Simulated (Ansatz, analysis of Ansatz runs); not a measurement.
# A hop of H in MgH2 (Pbcn), charge +1

Wanted: path and barrier of a jump of H in MgH2 (Pbcn) at charge +1. The case: V_H hop (2.5 Å), in a cell of 96 host atoms with 1 H taken out.

Main program and level: Ansatz 0.2.0; plane-wave PAW DFT, PBEsol; nudged elastic band between two relaxed defect structures at fixed charge in a uniform background.

### 1. The structure

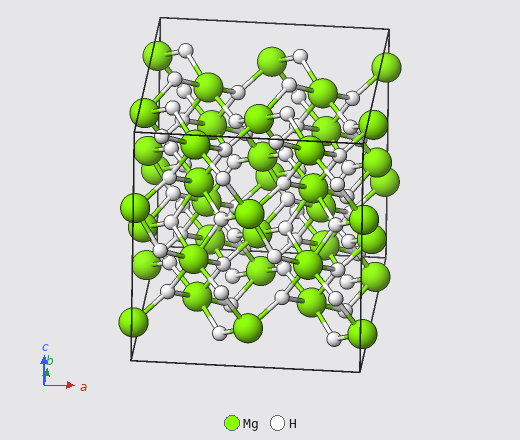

Start, viewed slightly off an axis; magnesium green, hydrogen white. Some periodic images of atoms are drawn too.

The cell holds 95 atoms: 32 Mg and 63 H. Cell: a = 8.952 Å, b = 10.787 Å, c = 9.789 Å, α = 90.0°, β = 90.0°, γ = 90.0°. It derives from MgH2 (space group Pbcn). Nearest the centre at fractional (0.751, 0.499, 0.500): H80 at 1.24 Å, Mg49 at 1.53 Å, Mg86 at 1.53 Å, H65 at 2.37 Å, H83 at 2.38 Å, H55 at 2.47 Å, H93 at 2.48 Å, H53 at 3.07 Å. The cell carries charge +1.

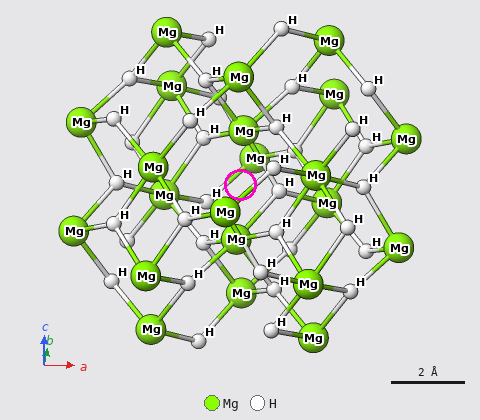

The atoms within 5 Å of the centre. A ring marks the middle of the ideal hop wherever no atom is near it.

The cell's shortest repeat is 9.0 Å.

### 2. Relaxation of the start point, charge +1

The ends come first: from an unrelaxed start the top is counted from too high an energy, and the barrier comes out too low. Small random displacements break the symmetry of the ideal sites, so that the defect can distort if it gains by it. The charge of +1 is set by the electron count, and a uniform background keeps the cell neutral.

Contents of qp1_c96k1s.start/input.yaml:

```yaml
crystal:
  lattice:
    - [8.95206302, 0.0, 0.0]
    - [0.0, 10.78733776, 0.0]
    - [0.0, 0.0, 9.78929049]
  atoms:
    - { symbol: Mg, position: [0.25, 0.41523406, 0.375] }
    - { symbol: Mg, position: [0.0, 0.33476594, 0.125] }
[... 1 atom line left out ...]
    - { symbol: Mg, position: [0.0, 0.16523406, 0.375] }
    - { symbol: H, position: [0.36499793, 0.4469636, 0.21055013] }
    - { symbol: H, position: [0.11499793, 0.3030364, 0.28944987] }
    - { symbol: H, position: [0.38500207, 0.3030364, 0.46055013] }
[... 6 atom lines left out ...]
    - { symbol: Mg, position: [0.0, 0.33476594, 0.625] }
[... 2 atom lines left out ...]
    - { symbol: H, position: [0.36499793, 0.4469636, 0.71055013] }
[... 2 atom lines left out ...]
    - { symbol: H, position: [0.13500207, 0.4469636, 0.53944987] }
[... 1 atom line left out ...]
    - { symbol: H, position: [0.11499793, 0.1969636, 0.53944987] }
[... 5 atom lines left out ...]
    - { symbol: Mg, position: [0.0, 0.66523406, 0.375] }
[... 2 atom lines left out ...]
    - { symbol: H, position: [0.38500207, 0.8030364, 0.46055013] }
[... 1 atom line left out ...]
    - { symbol: H, position: [0.36499793, 0.5530364, 0.46055013] }
[... 2 atom lines left out ...]
    - { symbol: H, position: [0.13500207, 0.5530364, 0.28944987] }
[... 1 atom line left out ...]
    - { symbol: Mg, position: [0.0, 0.83476594, 0.625] }
[... 1 atom line left out ...]
    - { symbol: Mg, position: [0.0, 0.66523406, 0.875] }
[... 5 atom lines left out ...]
    - { symbol: H, position: [0.11499793, 0.6969636, 0.53944987] }
    - { symbol: H, position: [0.38500207, 0.6969636, 0.71055013] }
    - { symbol: H, position: [0.13500207, 0.5530364, 0.78944987] }
    - { symbol: Mg, position: [0.75, 0.41523406, 0.375] }
[... 2 atom lines left out ...]
    - { symbol: Mg, position: [0.5, 0.16523406, 0.375] }
    - { symbol: H, position: [0.86499793, 0.4469636, 0.21055013] }
    - { symbol: H, position: [0.61499793, 0.3030364, 0.28944987] }
    - { symbol: H, position: [0.88500207, 0.3030364, 0.46055013] }
[... 3 atom lines left out ...]
    - { symbol: H, position: [0.88500207, 0.1969636, 0.21055013] }
[... 1 atom line left out ...]
    - { symbol: Mg, position: [0.75, 0.41523406, 0.875] }
    - { symbol: Mg, position: [0.5, 0.33476594, 0.625] }
    - { symbol: Mg, position: [0.75, 0.08476594, 0.625] }
[... 1 atom line left out ...]
    - { symbol: H, position: [0.86499793, 0.4469636, 0.71055013] }
    - { symbol: H, position: [0.61499793, 0.3030364, 0.78944987] }
[... 2 atom lines left out ...]
    - { symbol: H, position: [0.61499793, 0.1969636, 0.53944987] }
    - { symbol: H, position: [0.88500207, 0.1969636, 0.71055013] }
[... 1 atom line left out ...]
    - { symbol: Mg, position: [0.75, 0.91523406, 0.375] }
[... 1 atom line left out ...]
    - { symbol: Mg, position: [0.75, 0.58476594, 0.125] }
    - { symbol: Mg, position: [0.5, 0.66523406, 0.375] }
[... 1 atom line left out ...]
    - { symbol: H, position: [0.61499793, 0.8030364, 0.28944987] }
    - { symbol: H, position: [0.88500207, 0.8030364, 0.46055013] }
[... 1 atom line left out ...]
    - { symbol: H, position: [0.86499793, 0.5530364, 0.46055013] }
[... 1 atom line left out ...]
    - { symbol: H, position: [0.88500207, 0.6969636, 0.21055013] }
    - { symbol: H, position: [0.63500207, 0.5530364, 0.28944987] }
[... 1 atom line left out ...]
    - { symbol: Mg, position: [0.5, 0.83476594, 0.625] }
    - { symbol: Mg, position: [0.75, 0.58476594, 0.625] }
[... 2 atom lines left out ...]
    - { symbol: H, position: [0.61499793, 0.8030364, 0.78944987] }
[... 3 atom lines left out ...]
    - { symbol: H, position: [0.61499793, 0.6969636, 0.53944987] }
    - { symbol: H, position: [0.88500207, 0.6969636, 0.71055013] }
    - { symbol: H, position: [0.63500207, 0.5530364, 0.78944987] }
total_charge: 1
basis:
  ecutwfc: 420
  xc_grid: 2
hamiltonian:
  xc: pbesol
kpoints:
  mp_grid: { grid: [1, 1, 1], shift: [0.25, 0.25, 0.25] }
scf:
  occupations: { method: fixed }
  max_iter: 100
output:
  forces: true
relax:
  f_tol: 0.02
  max_steps: 70
  random_displacement: { amplitude: 0.03, seed: 9682 }
```

The run is started by

```console
$ ansatz run input.yaml --threads 4 --pin off --max-ram 14131MiB --backend cpu --events-out ev --progress --plain --runs-dir out
```

Numbers of over 12 decimals in the logs are rounded to 6 here.

Log:

```text
[... repeated set-up lines and file paths are left out, and long positions are rounded to six places ...]
The last accepted step is kept in <dir> (removed where the run ends without a failure and the disk answers)
Engine: ansatz 0.2.0, aarch64-unknown-linux-gnu
Pseudopotentials: kind: paw
Pseudopotential: Mg, paw, valence charge 10, recommended cutoff 420 eV (normal), Mg.paw.azcp
Pseudopotential: H, paw, valence charge 1, recommended cutoff 420 eV (normal), H.paw.azcp
Functional definition: PBEsol
  exchange = pbesol_x
  correlation = pbesol_c
Crystal: 95 atoms, lattice volume = 945.341 Å³
Basis set: ecut = 420 eV, 18469 PW (Γ), exchange–correlation on 120×150×144 points (8 copies of the dense FFT grid, shifted against one another)
Bands: 286, of which v1, the nominal top of the filled ones, is band 191 counted from 1 (190 counted from 0)
Symmetry: 1 space group operations
k-points: 1
Non-local potential: Mg, projectors of the file, l = 0: 3, l = 1: 2, l = 2: 1
Non-local potential: H, projectors of the file, l = 0: 2, l = 1: 1
PAW form: soft (Blöchl's): semilocal exchange-correlation on the pseudo side does not see the compensation charge
PAW frozen core: Mg, regenerated for the run's functional, and the local potential with it (the file was generated under x = pbe(κ = 0.804, μ = 0.219515), c = pbe(β = 0.066725))
PAW one-centre angular grid: Mg, 110 points (default); XC on 64 Gauss nodes
PAW one-centre angular grid: H, 110 points (default); XC on 64 Gauss nodes
Initial density: superposition of atomic densities (neutral atoms scaled as one to the charged cell's electrons: chi_scale 0, normalization atom), corrected by the library's trained network
Initial wavefunctions: pseudopotential atomic-orbital guess
Functional: x = pbesol(κ = 0.804, μ = 0.123457), c = pbesol(β = 0.046)
SCF iter   1: F=—  HF=-62192.043134 eV  |F-HF|=—  |Δ(HF+E_count)|=         —  Δρ=9.16e-3  dr2=1.10e0  ethr=1.77e-3  ⟨swp⟩=4.0  Hψ=796  notcnv=0  defer=93
preconditioner: auto → Resta (q_TF=auto, 2.346 Å⁻¹)  ε∞=2.6  [insulator: Δε(μ)=2.195 eV  Ē_g=10.685 eV  n_scr=208 (ndim 8)  ℏωp=13.6 eV  f_vac=0.000  ε∞_Penn≈2.6]
SCF iter   2: F=—  HF=-62191.732565 eV  |F-HF|=—  |Δ(HF+E_count)|=   3.11e-1  Δρ=4.45e-3  dr2=2.50e-1  ethr=2.88e-4  ⟨swp⟩=3.0  Hψ=297  notcnv=0  defer=93
SCF iter   3: F=—  HF=-62191.649668 eV  |F-HF|=—  |Δ(HF+E_count)|=   8.29e-2  Δρ=6.38e-4  dr2=5.44e-3  ethr=6.55e-5  ⟨swp⟩=4.0  Hψ=362  notcnv=0  defer=54
automatic band count: iteration 3 solves 247 bands in place of 286: the levels show a gap, and the empty bands left out lie too high to hold charge; the band table lists the bands solved (type scf.n_extra_bands for more)
SCF iter   4: F=—  HF=-62191.649749 eV  |F-HF|=—  |Δ(HF+E_count)|=   8.15e-5  Δρ=1.38e-4  dr2=2.75e-4  ethr=1.42e-6  ⟨swp⟩=2.0  Hψ=312  notcnv=0  defer=54
iter 5 did not close the SCF: its close was put off for the readings that it lacked (scf_convergence_deferred on its scf_iter line)
SCF iter   5: F=-62191.649801 eV  HF=-62191.649802 eV  |F-HF|=1.23e-6  |Δ(HF+E_count)|=   5.26e-5  Δρ=2.86e-5  dr2=7.55e-6  ethr=7.20e-8  ⟨swp⟩=2.0  Hψ=390  notcnv=0  defer=54
SCF iter   6: F=-62191.649802 eV  HF=-62191.649802 eV  |F-HF|=5.35e-8  |Δ(HF+E_count)|=   5.32e-7  Δρ=7.55e-6  dr2=5.75e-7  ethr=1.98e-9  ⟨swp⟩=2.0  Hψ=653  notcnv=0
SCF 1 converged in 6 iterations: F = -62191.649802 eV  dr2 = 5.75e-7
  greatest PAW one-centre occupation: 1.000 electrons in one spin orbital (limit 2), on the Mg atom at site 49 (counted from 0), in its partial waves of l = 0
relax step   1: F+E_penalty+E_count = -62191.64980221 eV  Δ(F+E_penalty+E_count) = +0.000e0 eV  max|allowed force component| = 1.341e0 eV/Å  Δτ_max = 0.0000 Å  (6 SCF iters, dr2 threshold 1.00e-5 eV, accepted)
[... the SCF cycles and remarks between the steps are left out from here to the last step ...]
relax step   2: F+E_penalty+E_count = -62192.44932634 eV  Δ(F+E_penalty+E_count) = -7.995e-1 eV  max|allowed force component| = 1.924e-1 eV/Å  Δτ_max = 0.1925 Å  (5 SCF iters, dr2 threshold 1.00e-4 eV, accepted)
relax step   3: F+E_penalty+E_count = -62192.59420886 eV  Δ(F+E_penalty+E_count) = -1.449e-1 eV  max|allowed force component| = 9.410e-2 eV/Å  Δτ_max = 0.2000 Å  (7 SCF iters, dr2 threshold 2.31e-6 eV, accepted)
relax step   4: F+E_penalty+E_count = -62192.62496282 eV  Δ(F+E_penalty+E_count) = -3.075e-2 eV  max|allowed force component| = 1.069e-2 eV/Å  Δτ_max = 0.0571 Å  (5 SCF iters, dr2 threshold 5.53e-7 eV, accepted)
iter 1 solved again at ethr=1.30e-10 eV; its pass at ethr=3.10e-3 eV (dr2=4.95e-7 eV) is discarded
SCF iter   1: F=—  HF=-62192.624841 eV  |F-HF|=—  |Δ(HF+E_count)|=         —  Δρ=5.68e-6  dr2=4.95e-7  ethr=1.30e-10  ⟨swp⟩=1.0  Hψ=518  notcnv=0  defer=49
automatic band count: iteration 1 solves 247 bands in place of 286: the levels show a gap, and the empty bands left out lie too high to hold charge; the band table lists the bands solved (type scf.n_extra_bands for more)
SCF iter   2: F=—  HF=-62192.624963 eV  |F-HF|=—  |Δ(HF+E_count)|=   1.21e-4  Δρ=3.51e-6  dr2=2.52e-7  ethr=1.30e-10  ⟨swp⟩=2.0  Hψ=389  notcnv=0  defer=49
SCF iter   3: F=-62192.624963 eV  HF=-62192.624963 eV  |F-HF|=2.49e-8  |Δ(HF+E_count)|=   2.66e-7  Δρ=1.08e-6  dr2=2.61e-8  ethr=2.62e-11  ⟨swp⟩=2.0  Hψ=784  notcnv=0
SCF 5 converged in 3 iterations: F = -62192.624963 eV  dr2 = 2.61e-8
relax step   5: F+E_penalty+E_count = -62192.62496294 eV  Δ(F+E_penalty+E_count) = -1.147e-7 eV  max|allowed force component| = 1.092e-2 eV/Å  Δτ_max = 0.0000 Å  (3 SCF iters, accepted)
SCF converged after 3 iterations
Free energy (F): -62192.624963 eV
Harris-Foulkes:  -62192.624963 eV  (|F-HF|=2.49e-8)
Internal energy: -62192.624963 eV  (E = F + TS)
E sigma→0 (E₀):  -62192.624963 eV
Fermi energy:    2.090260 eV
--- Per-component energies (eV) ---
  E_band       = -11868.951497
  E_kinetic    = 3288.817367
  E_local      = -54653.518304  (includes V_loc(G=0)·N_el)
  E_nonlocal   = 3152.603732
  E_hartree    = 19574.581795
  E_xc         = -1479.133444
  E_vxc        = -1922.402154  (∫ρ·V_xc dr)
  E_paw        = -9022.961385  (= ΣΔE_a)
  E_vpaw       = -883.536612  (= ΣTr[D̂ρ^β])
  E_aug_tail   = -0.077666  (compensation charges beyond the density's cutoff)
  E_ewald      = -23054.820652
  E_core_change = 1.883593  (= ΣΔE_core)
  E_smearing   = -0.000000  (= −TS)
  E_closure    = -0.000000  (closes the sum)
  E_deformation_potential = 10.315322  (in the stress; not in F)
  Σ components = -62192.624963   (vs F -62192.624963, Δ=0.00e0)
--- Forces (eV/Å), atoms counted from 1 ---
  atom   1  Mg     0.00324377     0.00368683    -0.00152979
  atom   2  Mg    -0.00395960    -0.00023629     0.00119719
  [... 11 atoms left out ...]
  atom  14  Mg    -0.00284586    -0.00091074     0.00121534
  [... 34 atoms left out ...]
  atom  49  Mg    -0.00812185    -0.00365110     0.00054628
  [... 3 atoms left out ...]
  atom  53  H      0.00137136     0.00242010     0.00079638
  [... 1 atom left out ...]
  atom  55  H      0.00115402     0.00168337     0.00218083
  [... 9 atoms left out ...]
  atom  65  H      0.00241766     0.00232338     0.00174764
  [... 14 atoms left out ...]
  atom  80  H     -0.00144715    -0.00371736     0.00177087
  [... 2 atoms left out ...]
  atom  83  H      0.00403931    -0.00278283     0.00139568
  [... 2 atoms left out ...]
  atom  86  Mg    -0.00410454     0.00251648    -0.00178898
  [... 6 atoms left out ...]
  atom  93  H     -0.00060567    -0.00094735     0.00339997
  [... 1 atom left out ...]
  atom  95  H      0.00346473    -0.00071107    -0.00208103
  max |Σ_I F_I| component: 5.84e-5 eV/Å
--- Relaxed structure (5 steps of the walk, 5 accepted, 0 SCFs on fresh bases) ---
  F+E_penalty+E_count = -62192.62496294 eV   max|allowed force component| = 1.092e-2 eV/Å
  atoms:
    - { symbol: Mg, position: [0.249415, 0.415728, 0.374112] }
    - { symbol: Mg, position: [0.005853, 0.332213, 0.119033] }
    [... 11 atoms left out ...]
    - { symbol: Mg, position: [8.470877332522615e-5, 0.334842, 0.624960] }
    [... 34 atoms left out ...]
    - { symbol: Mg, position: [0.771449, 0.410090, 0.350810] }
    [... 3 atoms left out ...]
    - { symbol: H, position: [0.876260, 0.452871, 0.195817] }
    [... 1 atom left out ...]
    - { symbol: H, position: [0.882603, 0.302054, 0.460574] }
    [... 9 atoms left out ...]
    - { symbol: H, position: [0.852546, 0.445127, 0.698295] }
    [... 14 atoms left out ...]
    - { symbol: H, position: [0.853157, 0.548675, 0.461245] }
    [... 2 atoms left out ...]
    - { symbol: H, position: [0.639905, 0.549132, 0.287560] }
    [... 2 atoms left out ...]
    - { symbol: Mg, position: [0.762720, 0.604271, 0.632906] }
    [... 6 atoms left out ...]
    - { symbol: H, position: [0.610868, 0.689326, 0.540391] }
    [... 1 atom left out ...]
    - { symbol: H, position: [0.630629, 0.551233, 0.778601] }
```

It took 30 s on 4 threads of Arm Neoverse V2, shared host; peak memory 1.4 GiB; 1.9 min of CPU time.

The steps of the relaxation:

| step | energy less that of the first step (eV) | largest force component (eV/Å) |
| --- | --- | --- |
| 1 | 0.0000 | 1.3410 |
| 2 | -0.7995 | 0.1924 |
| 3 | -0.9444 | 0.0941 |
| 4 | -0.9752 | 0.0107 |
| 5 | -0.9752 | 0.0109 |

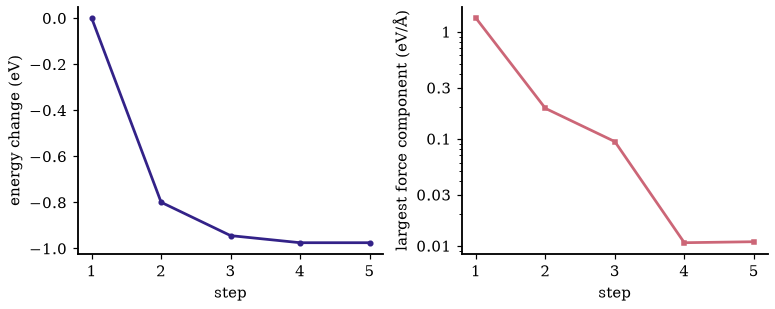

Energy and largest force along the relaxation.

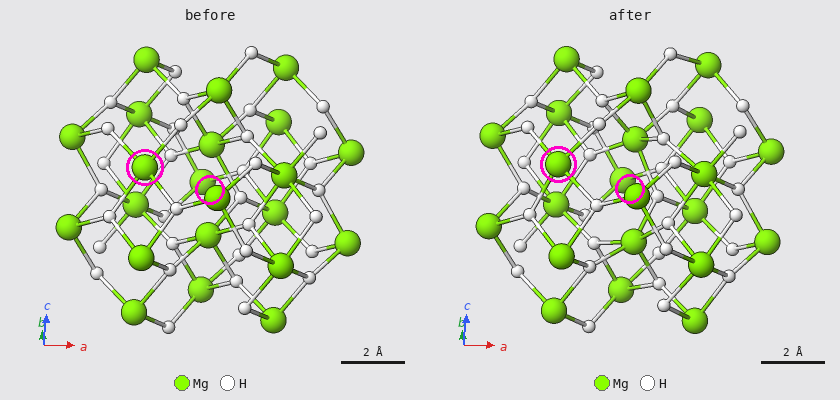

Before and after: the atoms that start within 5 Å of the centre. Mg62, which moves most, is ringed if it is among them. A ring with no atom in it marks the middle of the ideal hop.

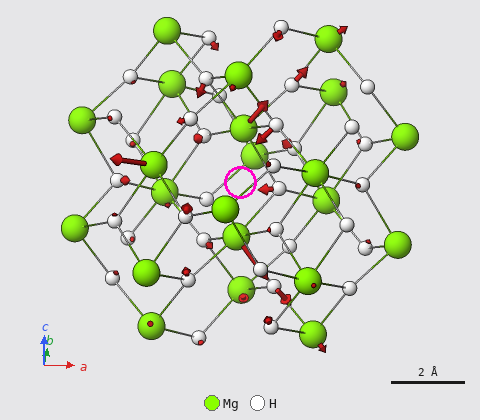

Displacements in the relaxation from the typed sites near the centre, exaggerated, the mean shift taken out; the longest in the cell stands for 0.33 Å. A ring marks the middle of the ideal hop wherever no atom is near it.

The atoms that moved most (Å, from the sites as typed, ahead of the random displacement, the mean shift of all atoms taken out):

| atom | dx | dy | dz | length |
| --- | --- | --- | --- | --- |
| Mg62 | -0.234 | -0.204 | 0.119 | 0.332 |
| Mg49 | 0.189 | -0.055 | -0.236 | 0.308 |
| Mg86 | 0.111 | 0.211 | 0.078 | 0.251 |
| H53 | 0.098 | 0.064 | -0.144 | 0.185 |
| H23 | -0.074 | -0.131 | 0.104 | 0.183 |
| H65 | -0.114 | -0.020 | -0.119 | 0.166 |
| H94 | 0.082 | 0.079 | 0.079 | 0.139 |
| H80 | -0.109 | -0.047 | 0.008 | 0.119 |

Neighbours of H80 at the end:

| atom | distance (Å) |
| --- | --- |
| Mg86 | 1.959 |
| Mg49 | 1.985 |
| Mg28 | 2.002 |
| H83 | 2.556 |
| H65 | 2.575 |
| H55 | 2.673 |
| H78 | 2.695 |
| H93 | 2.758 |
| H53 | 2.804 |

Read from the output:

```
free energy                                                                                       : -62192.6250 eV
r.m.s. move of the farther half of the atoms                                                      : 0.04222 Å
largest move from the ideal geometry of this structure, a common shift of the far atoms taken out : 0.3284 Å
```

The relaxation gained 0.975 eV and ended with a largest force component of 0.011 eV/Å.

(Continued in part 2 of 3.)

[Logs are printed without paths, hosts, clocks, repeated set-up lines and the standing remarks that a program may print on its own settings, such as how far it seeks lower states.]

[Hosts, paths, dates, database ids (printed as entryN), source tags and the programs' standing remarks are cut or masked in the printed files.]
